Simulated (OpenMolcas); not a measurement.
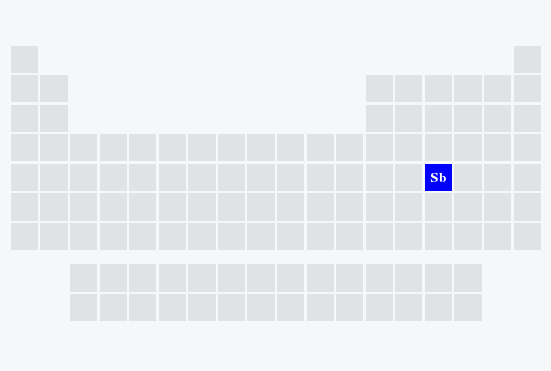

The place of antimony in the periodic table.

## Multiconfigurational calculation for Sb⁺

- system: Sb⁺.
- method: state-averaged MS-CASPT2, IPEA shift 0.25, imaginary shift 0.1 hartree, semicore shells correlated, active space 4 electrons in the shells 5s 5p, basis ANO-RCC-VQZP, DKH2 scalar Hamiltonian, spin-orbit coupling by RASSI with atomic mean-field integrals (OpenMolcas)

### Input
```
&GATEWAY
Coord
1

Sb 0.0 0.0 0.0
Basis=ANO-RCC-VQZP
Group=XYZ
NoMove
AngMom=0.0 0.0 0.0
AMFI
&SEWARD
&RASSCF
FileOrb=start.orb
Symmetry=1
Spin=3
nActEl=4 0 0
Inactive=14 9
Ras2=1 3
CIRoot=3 3 1
SDav=6
CIMx=300
Iter=120 100
PrWF=0.3
OrbListing=Nothing
MaxOrb=0
Atom
>>> COPY $Project.JobIph JOB001
&RASSCF
FileOrb=start.orb
Symmetry=1
Spin=1
nActEl=4 0 0
Inactive=14 9
Ras2=1 3
CIRoot=6 6 1
SDav=12
CIMx=300
Iter=120 100
PrWF=0.3
OrbListing=Nothing
MaxOrb=0
Atom
>>> COPY $Project.JobIph JOB002
&RASSCF
FileOrb=start.orb
Symmetry=2
Spin=5
nActEl=4 0 0
Inactive=14 9
Ras2=1 3
CIRoot=1 1 1
SDav=1
CIMx=300
Iter=120 100
PrWF=0.3
OrbListing=Nothing
MaxOrb=0
Atom
>>> COPY $Project.JobIph JOB003
&RASSCF
FileOrb=start.orb
Symmetry=2
Spin=3
nActEl=4 0 0
Inactive=14 9
Ras2=1 3
CIRoot=9 9 1
SDav=9
CIMx=300
Iter=120 100
PrWF=0.3
OrbListing=Nothing
MaxOrb=0
Atom
>>> COPY $Project.JobIph JOB004
&RASSCF
FileOrb=start.orb
Symmetry=2
Spin=1
nActEl=4 0 0
Inactive=14 9
Ras2=1 3
CIRoot=8 8 1
SDav=8
CIMx=300
Iter=120 100
PrWF=0.3
OrbListing=Nothing
MaxOrb=0
Atom
>>> COPY $Project.JobIph JOB005
&RASSI
NrOfJobIphs=5 3 6 1 9 8
1 2 3
1 2 3 4 5 6
1
1 2 3 4 5 6 7 8 9
1 2 3 4 5 6 7 8
IphNames
JOB001
JOB002
JOB003
JOB004
JOB005
EJob
SpinOrbit
DIPRint=1.0
SOCoupling=1000.0
Subsets=2
MEES
Property=10
'ANGMOM' 1 'ANGMOM' 2 'ANGMOM' 3 'MLTPL  1' 1 'MLTPL  1' 2 'MLTPL  1' 3
'AMFI' 1 'AMFI' 2 'AMFI' 3 'MLTPL  2' 6
SOProperty=3
'ANGMOM' 1 'ANGMOM' 2 'ANGMOM' 3
>>> COPY JOB001 $Project.JobIph
&CASPT2
Multistate=3 1 2 3
Frozen=29 29
IPEA=0.25
Imaginary=0.1
MaxIter=60
WThr=0.0 0.3 0.05
PrWF=0.5
NoMix
```

The file start.orb holds starting orbitals from an earlier step.

Command:
```bash
OMP_NUM_THREADS=1 MOLCAS_MEM=2252 MOLCAS_PROJECT=a pymolcas a.inp > a.log  # once for each step of the input, in one work folder
```

### Log (extracts)
```
|       MOLCAS_SOURCE = [file]
  |    MOLCAS_STRUCTURE = 0
  |
   -----------------------------------------------------------------------------------------
++ ---------   Input file   ---------
>>> COPY JOB001 $Project.JobIph
&CASPT2
Multistate=3 1 2 3
Frozen=29 29
IPEA=0.25
Imaginary=0.1
MaxIter=60
WThr=0.0 0.3 0.05
PrWF=0.5
NoMix
-- ----------------------------------
>>> COPY JOB001 a.JobIph
*** symbolic link created: INPORB -> a.RasOrb
--- Start Module: caspt2 at  ---
()()()()()()()()()()()()()()()()()()()()()()()()()()()()()()()()()()()()()()()()()()()()()()()()()()
                                              &CASPT2
                                   only a single process is used
                       available to each process: 2.3 GB of memory, 1 thread
()()()()()()()()()()()()()()()()()()()()()()()()()()()()()()()()()()()()()()()()()()()()()()()()()()
 ###    WARNING: User changed nr of frozen orbitals.                         ###
 ###    ERROR: Too many frozen orbitals!                                     ###
--- Stop Module: caspt2 at  /rc=_RC_INPUT_ERROR_ ---
.####################.
.# User input error #.
.####################.
```

### What the run reported

- outcome: refused by the program
- hardware: 1 thread of Intel Xeon (Sapphire Rapids), 64 GiB of memory available, shared host

### What went wrong

One thing in this input was made wrong on purpose: too many frozen. The program refused the input; the driver noted: CASPT2 spin 3: _RC_INPUT_ERROR_.
